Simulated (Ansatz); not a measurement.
# BCCD(T)/3-21G run of AlH3 (SMILES [H][Al]([H])[H])

Aim: the energy change on altering one bond length of AlH3 at BCCD(T)/3-21G, from 2 runs. 

Program for the calculation: Ansatz 0.2.0.

61 further runs of the same task are left out: 2 that didn't finish, 59 set aside as unsound or not needed.

## Step 1: The system as given

AlH3 has 4 atoms, charge 0, and is taken as a singlet. As SMILES, `[H][Al]([H])[H]`. Geometry: a GFN2-xTB relaxation, a rough one for these elements and not checked as a minimum.

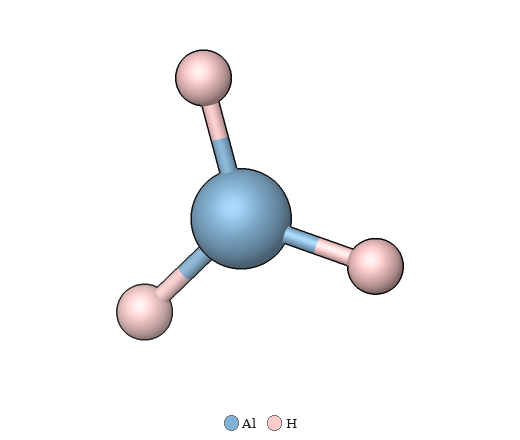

The structure, seen from a chosen angle (aluminium light blue, hydrogen pink).

## Step 2: The energy at BCCD(T)/3-21G

File run.yaml:

```yaml
crystal:
  periodic: [false, false, false]
  atoms:
    - {symbol: Al, position_ang: [-0.000010, -0.000020, 0.000020]}
    - {symbol: H, position_ang: [1.552650, -0.030520, 0.014610]}
    - {symbol: H, position_ang: [-0.749810, 1.359840, -0.019120]}
    - {symbol: H, position_ang: [-0.802830, -1.329300, 0.004480]}
basis:
  gaussian: {orbitals: 3-21G.json}
correlation: {method: bccd_t, frozen_orbitals: {Al: 5, H: 0}}
accuracy: high
scf: {omitted_lower_state_checks: [cluster_reference, increment]}
```

The basis set 3-21G is read from a file made from the Basis Set Exchange's data (not shown).

Started as:

```
$ ansatz run run.yaml --threads 1 --pin off --max-ram 2610MiB --events-out events.jsonl --progress --plain --runs-dir runs
```

The log of the run, shortened:

```text
Warning: RAYON_NUM_THREADS=1 ignored (pool sized by the plan → 1); use --threads N
Functional definition: HF
  name "HF"
[...]
374 factors; integrals over basis functions are off by at most 2.8e-9 eV
[...]
mean field -6592.83624219 eV, -242.2822631156 hartree, gradient 6.1e-8 eV, S^2 0.000000; 0 other end points of the search recorded, 0 dependent functions left out
5 core orbitals not correlated: weight in the atoms' cores, before any rotation towards them, 1.000 or more for the frozen orbitals, at most 0.000 for the correlated occupied ones
reference -6592.83624219 eV, -242.2822631156 hartree; 3, 3 occupied and 11, 11 virtual orbitals, 374 factors
second order -1.12583727 eV of doubles, -0.00000000 eV of singles
cycle   1  -1.42794626 eV  change   -3.0e-1 eV  update   4.6e-2
[...]
cycle  17  -1.57717773 eV  change   4.4e-10 eV  update  2.2e-10
perturbative correction -0.01663609 eV, -0.0006113652 hartree
Total energy: -6594.43005602 eV, -242.3408346934 hartree
Checks for a lower state left out: cluster_reference, increment
```

It took 0.12 s on 1 thread of Arm Neoverse V2, shared host.

## Step 3: The distorted shape

File molecule.yaml:

```yaml
crystal:
  periodic: [false, false, false]
  atoms:
    - symbol: Al
      position_ang: [-0.388190, 0.007605, -0.003628]
    - symbol: H
      position_ang: [1.552650, -0.030520, 0.014610]
    - symbol: H
      position_ang: [-1.137990, 1.367465, -0.022768]
    - symbol: H
      position_ang: [-1.191010, -1.321675, 0.000832]
basis:
  gaussian: {orbitals: 3-21G.json}
correlation: {method: bccd_t, frozen_orbitals: {Al: 5, H: 0}}
accuracy: high
scf: {omitted_lower_state_checks: [cluster_reference, increment]}
```

The basis set 3-21G is read from a file made from the Basis Set Exchange's data (not shown).

Started as:

```
$ ansatz run molecule.yaml --threads 1 --pin off --max-ram 2610MiB --events-out events.jsonl --progress --plain --runs-dir runs
```

The log of the run, shortened:

```text
Warning: RAYON_NUM_THREADS=1 ignored (pool sized by the plan → 1); use --threads N
[... 2 set-up lines as earlier in the session ...]
[...]
373 factors; integrals over basis functions are off by at most 2.3e-9 eV
[...]
mean field -6592.30753167 eV, -242.2628333622 hartree, gradient 3.0e-8 eV, S^2 0.000000; 0 other end points of the search recorded, 0 dependent functions left out
5 core orbitals not correlated: weight in the atoms' cores, before any rotation towards them, 1.000 or more for the frozen orbitals, at most 0.000 for the correlated occupied ones
reference -6592.30753167 eV, -242.2628333622 hartree; 3, 3 occupied and 11, 11 virtual orbitals, 373 factors
second order -1.19172183 eV of doubles, -0.00000000 eV of singles
cycle   1  -1.52967045 eV  change   -3.4e-1 eV  update   5.4e-2
[...]
cycle  19  -1.71971587 eV  change   3.7e-10 eV  update  2.8e-10
perturbative correction -0.02144677 eV, -0.0007881543 hartree
Total energy: -6594.04869431 eV, -242.3268199093 hartree
Checks for a lower state left out: cluster_reference, increment
```

Run time: 0.14 s. Hardware: 1 thread of Arm Neoverse V2, shared host.

## Step 4: What came out

At BCCD(T)/3-21G, 5 core orbitals frozen:

| quantity | value |
| --- | --- |
| first shape: total energy | -242.34083 Eh |
| first shape: correlation energy (5 core orbitals frozen) | -58.6 mEh |
| first shape: (T) correction | -0.61 mEh |
| distorted shape: total energy | -242.32682 Eh |
| distorted shape: correlation energy (5 core orbitals frozen) | -64.0 mEh |
| distorted shape: (T) correction | -0.79 mEh |
| energy change with the Al1–H2 bond stretched from 1.553 to 1.941 Å | 0.381 eV |

What this shows: With the Al1–H2 bond stretched from 1.553 to 1.941 Å the energy rises by 0.38 eV (36.8 kJ/mol). The first shape isn't relaxed at this level, so the change isn't measured from a minimum. The triples (first shape) make up 1.0 % of the correlation energy. The triples (distorted shape) make up 1.2 % of the correlation energy.
